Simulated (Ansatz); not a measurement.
# CCSD(T)/cc-pVDZ run of BSiH3OF2 (SMILES FB(F)O[SiH3])

Aim: the vertical ionisation energy of BSiH3OF2 at CCSD(T)/cc-pVDZ, from 2 runs. 

Program for the calculation: Ansatz 0.2.0.

121 further runs of the same task are left out: 3 that didn't finish, 118 set aside as unsound or not needed.

### 1 The molecule

BSiH3OF2 has 8 atoms, charge 0, and is taken as a singlet. As SMILES, `FB(F)O[SiH3]`. The coordinates come from a PBE0-D4/def2-TZVP relaxation.

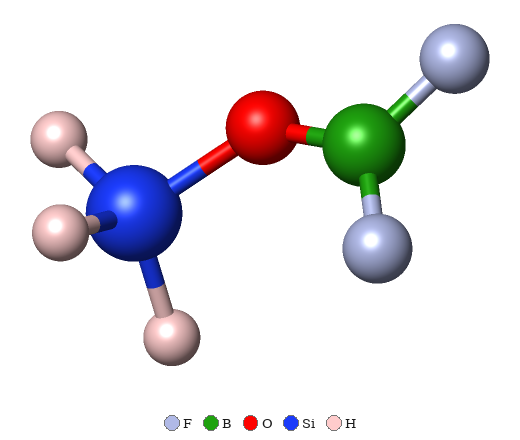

The structure, seen from a chosen angle (fluorine light blue, boron green, oxygen red, silicon blue, hydrogen pink).

### 2 A single-point energy at CCSD(T)/cc-pVDZ

The input, run.yaml:

```yaml
crystal:
  periodic: [false, false, false]
  atoms:
    - symbol: F
      position_ang: [1.644600, -1.936200, 1.091800]
    - symbol: B
      position_ang: [0.585700, -1.261700, 0.687700]
    - symbol: F
      position_ang: [-0.607700, -1.793900, 0.922400]
    - symbol: O
      position_ang: [0.726600, -0.084400, 0.064800]
    - symbol: Si
      position_ang: [-0.345100, 1.014900, -0.568200]
    - symbol: H
      position_ang: [-1.234600, 1.517600, 0.506100]
    - symbol: H
      position_ang: [0.469500, 2.116500, -1.124900]
    - symbol: H
      position_ang: [-1.146900, 0.370000, -1.635500]
basis:
  gaussian:
    orbitals: cc-pVDZ
accuracy: high
correlation:
  method: ccsd_t
  frozen_orbitals: {B: 1, F: 1, H: 0, O: 1, Si: 5}
scf:
  omitted_lower_state_checks: [cluster_reference, increment]
```

Command:

```
$ ansatz run run.yaml --threads 1 --pin off --max-ram 3480MiB --events-out events.jsonl --progress --plain --runs-dir runs
```

Output (excerpt; [...] marks lines left out):

```text
Warning: RAYON_NUM_THREADS=1 ignored (pool sized by the plan → 1); use --threads N
Functional definition: HF
  name "HF"
[...]
2009 factors; integrals over basis functions are off by at most 3.9e-9 eV
[...]
mean field -16036.56879920 eV, -589.3330333939 hartree, gradient 2.9e-8 eV, S^2 0.000000; 0 other end points of the search recorded, 0 dependent functions left out
9 core orbitals not correlated: weight in the atoms' cores, before any rotation towards them, 1.000 or more for the frozen orbitals, at most 0.000 for the correlated occupied ones
reference -16036.56879920 eV, -589.3330333939 hartree; 15, 15 occupied and 65, 65 virtual orbitals, 2009 factors
second order -19.86476849 eV of doubles, -0.00000000 eV of singles
cycle   1  -20.08723222 eV  change   -2.2e-1 eV  update   1.0e-1
[...]
cycle  19  -20.66405168 eV  change   -1.4e-9 eV  update   2.1e-9
perturbative correction -0.40430553 eV, -0.0148579541 hartree
Total energy: -16057.63715641 eV, -590.1072812407 hartree
Checks for a lower state left out: cluster_reference, increment
```

It took 32 s on 1 thread of Arm Neoverse V2, shared host; peak memory 0.55 GiB.

### 3 The doublet cation

The input, in.yaml:

```yaml
crystal:
  periodic: [false, false, false]
  atoms:
    - {symbol: F, position_ang: [1.644600, -1.936200, 1.091800]}
    - {symbol: B, position_ang: [0.585700, -1.261700, 0.687700]}
    - {symbol: F, position_ang: [-0.607700, -1.793900, 0.922400]}
    - {symbol: O, position_ang: [0.726600, -0.084400, 0.064800]}
    - {symbol: Si, position_ang: [-0.345100, 1.014900, -0.568200]}
    - {symbol: H, position_ang: [-1.234600, 1.517600, 0.506100]}
    - {symbol: H, position_ang: [0.469500, 2.116500, -1.124900]}
    - {symbol: H, position_ang: [-1.146900, 0.370000, -1.635500]}
basis:
  gaussian:
    orbitals: cc-pVDZ
total_charge: 1
magnetization:
  spin_polarized: true
  initial_magnetization: 1
correlation:
  method: ccsd_t
  frozen_orbitals: {B: 1, F: 1, H: 0, O: 1, Si: 5}
accuracy: high
scf:
  omitted_lower_state_checks: [cluster_reference, increment]
```

Command:

```
$ ansatz run in.yaml --threads 1 --pin off --max-ram 3480MiB --events-out events.jsonl --progress --plain --runs-dir runs
```

Output:

```text
Warning: RAYON_NUM_THREADS=1 ignored (pool sized by the plan → 1); use --threads N
[... 17 lines left out ...]
9 core orbitals not correlated: weight in the atoms' cores, before any rotation towards them, 1.000 or more for the frozen orbitals, at most 0.000 for the correlated occupied ones
[... 47 lines left out ...]
Total energy: -16045.44615170 eV, -589.6592700808 hartree
Checks for a lower state left out: cluster_reference, increment
```

It took 4.1 min on 1 thread of Arm Neoverse V2, shared host; peak memory 1.1 GiB.

### 4 What came out

Level: CCSD(T)/cc-pVDZ, 9 core orbitals frozen.

| quantity | value |
| --- | --- |
| singlet BSiH3OF2: total energy | -590.10728 Eh |
| singlet BSiH3OF2: correlation energy (9 core orbitals frozen) | -774.2 mEh |
| singlet BSiH3OF2: (T) correction | -14.86 mEh |
| singlet BSiH3OF2: T1 diagnostic | 0.012 |
| doublet cation: total energy | -589.65927 Eh |
| doublet cation: correlation energy (9 core orbitals frozen) | -766.9 mEh |
| doublet cation: (T) correction | -17.27 mEh |
| doublet cation: ⟨S²⟩ of the reference determinant | 0.778 |
| doublet cation: T1 diagnostic | 0.069 |
| vertical ionisation energy (to the doublet cation) | 12.191 eV |

**Reading.** The vertical ionisation energy comes to 12.19 eV (281 kcal/mol). The triples (singlet BSiH3OF2) make up 1.9 % of the correlation energy. The T1 diagnostic (doublet cation) of 0.069 is above the customary mark for such species, so a single reference may not serve. The triples (doublet cation) make up 2.3 % of the correlation energy.
